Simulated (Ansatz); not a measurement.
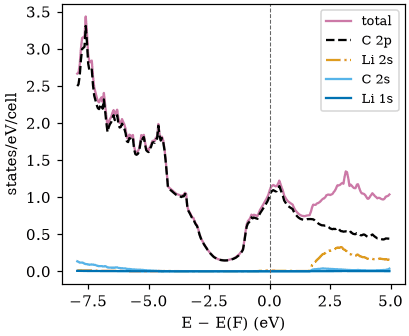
Figure: Total and projected density of states of LiC6 in space group Cmmm (No. 65; C on 4i, C on 4i, C on 4i, Li on 2c), plane-wave PAW PBEsol (Ansatz code)

### Question
Which orbitals carry the states next to the Fermi level?

### Answer
Within 0.5 eV of the Fermi level: C 2p 94 %, outside the projected shells 5 %. Projections are on Löwdin-orthogonalised atomic valence shells; empty p or d shells of many metals are not among them.

### Question
Where is the tallest occupied peak in this window, and what makes it?

### Answer
Near -7.6 eV, about 3.4 states/eV per cell; the largest projected share is C 2p.

The start of the workflow was typed in or built on a structure type; neither database checked (COD, Materials Project) lists it. Its standing as an ambient phase is unchecked. The PBEsol relaxation kept the symmetry of its start; of distortions, only those at the zone centre were tested.

Potentials: the later of the program's two PAW sets.
